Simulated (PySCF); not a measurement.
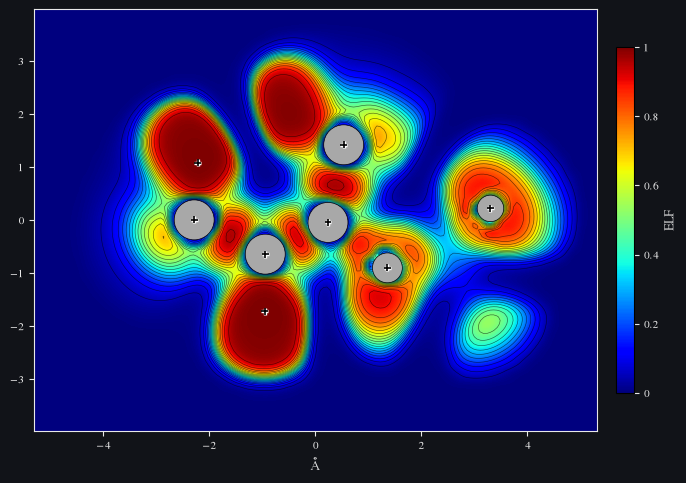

The ELF on a plane through atoms (crosses mark nuclei in the plane; grey discs cover the cores).

Theory: PySCF 2.14.0, PBE0/pcSseg-1, SCF density, gas phase, non-relativistic.

Candidates:
A. C3H5BF2 (SMILES FB(F)C1CC1)
B. C5H8F2O (SMILES C/C=C(\C)OC(F)F)
C. AlCl4 (SMILES [Cl][Al-]([Cl])([Cl])[Cl]) (charge −1)

Q: Which system is this?

A: Candidate B: C5H8F2O on the plane of atoms C2, C3 and O5, which holds C, O, F and H. C–C (1.33 Å): the ELF peaks at about 0.90 between the atoms (a multiple bond). C–H (1.08 Å): the ELF climbs to about 1 towards the hydrogen, as it does in any bond to H: an ordinary covalent bond to hydrogen.
